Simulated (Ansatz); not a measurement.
FH4PSi

| atom | x (Å) | y (Å) | z (Å) |
| --- | --- | --- | --- |
| F | -0.1104 | -1.7133 | 0.6747 |
| P | -2.6640 | -3.5302 | -0.0281 |
| Si | -1.6910 | -1.4850 | 0.2835 |
| H | -1.7302 | -0.5959 | -0.9227 |
| H | -2.3774 | -0.8172 | 1.4364 |
| H | -2.2429 | -3.6193 | -1.4033 |
| H | -3.9129 | -2.8936 | -0.3742 |

Geometry: BLYP-D3(BJ)/def2-SVP.

These are results of isolated molecule in a Gaussian basis; Kohn-Sham density functional theory, functional PBE0 in Ansatz, not measurements.

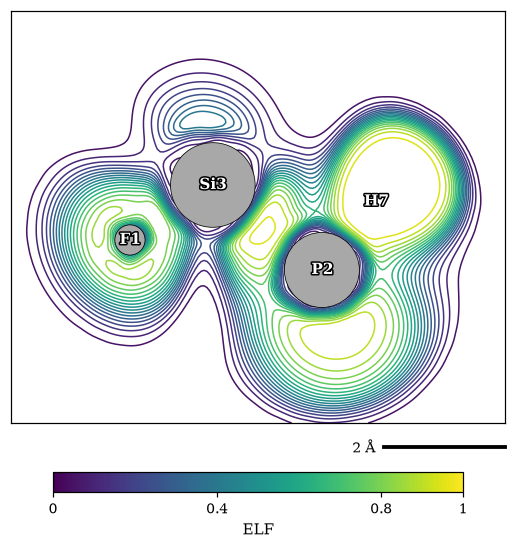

Figure 1. Electron localisation function on the plane of atoms F1, Si3 and P2. Grey discs cover the atomic cores.

### Read the bonding off the picture.

Atoms in the plane: F, P, Si and H.
Si–F (1.64 Å): the ELF peaks at about 0.85 in the valence shell of F, 0.6 Å from its nucleus, and is about 0.45 at the midpoint.
Si–P (2.29 Å): the ELF peaks at about 0.95 between the atoms (a shared electron pair).
P–H (1.44 Å): the ELF climbs to about 1 towards the hydrogen, as it does in any bond to H.
The ELF also peaks beside P2 and F1, away from the bonds: lone-pair regions.

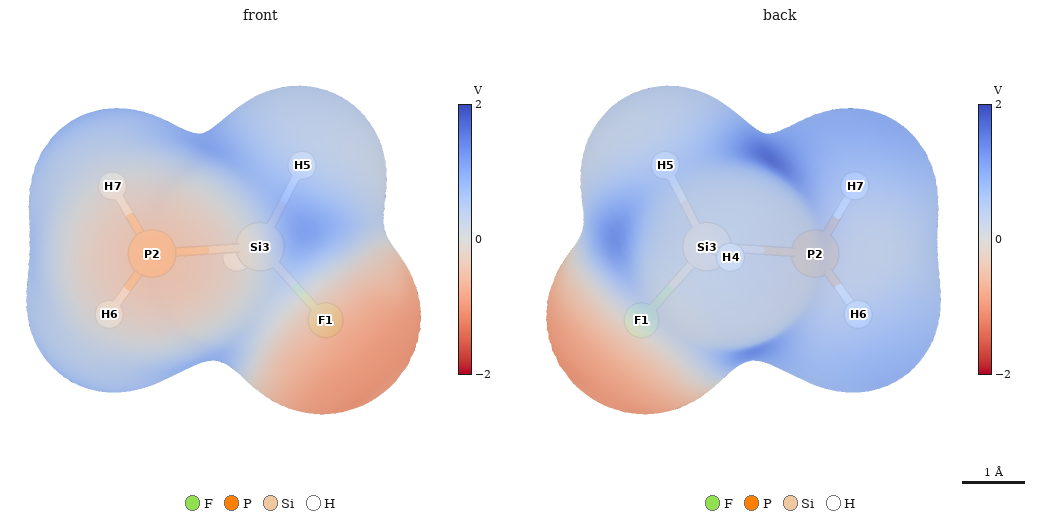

Figure 2. The electrostatic potential painted on the density surface at 0.002 e/bohr³, seen from the front and from behind; the colour scale runs from red (negative) to blue (positive).

### Where is the surface potential most negative and most positive?

The most negative region (about −1.0 V, or −23 kcal/mol for a unit charge) lies over F1, the most positive (about +1.5 V, or +35 kcal/mol for a unit charge) over Si3.

### How polar is the molecule by this calculation?

Its dipole moment is 1.77 D.

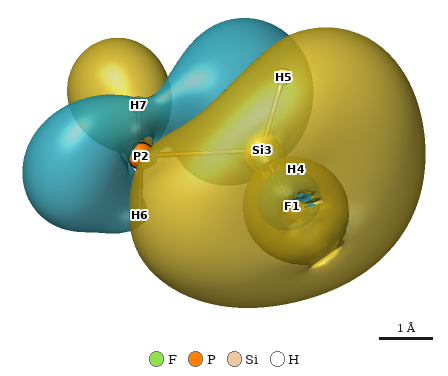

Figure 3. One frontier orbital at ±0.05 Å⁻³ᐟ² (yellow and cyan are the two phases), seen at a tilt.

### Which orbital is it: HOMO or LUMO?

The LUMO, at −0.44 eV. By Hirshfeld shares it lies mainly on Si3 (about 50 %), P2 (about 20 %), F1 (about 10 %), H5 (about 5 %), H7 (about 5 %) and H4 (about 5 %).

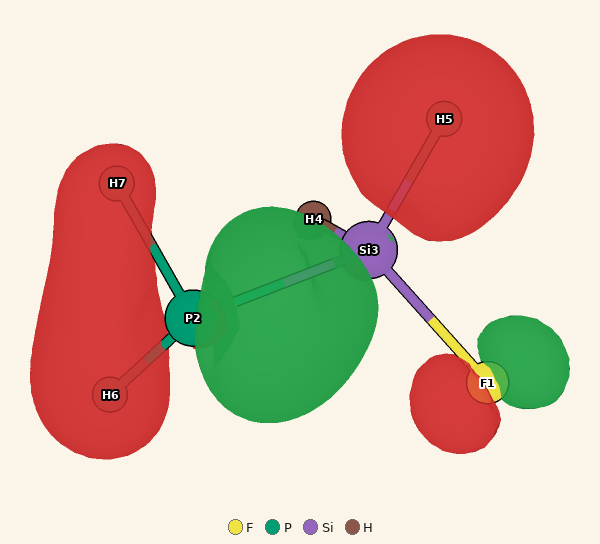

Figure 4. The HOMO−1 at ±0.15 Å⁻³ᐟ² (green and red are the two phases), seen at a tilt.

### What is the character of this orbital?

It lies mainly on P2 (about 35 %), Si3 (about 25 %), H5 (about 20 %), H6 (about 10 %) and F1 (about 10 %). Its energy is −9.30 eV.
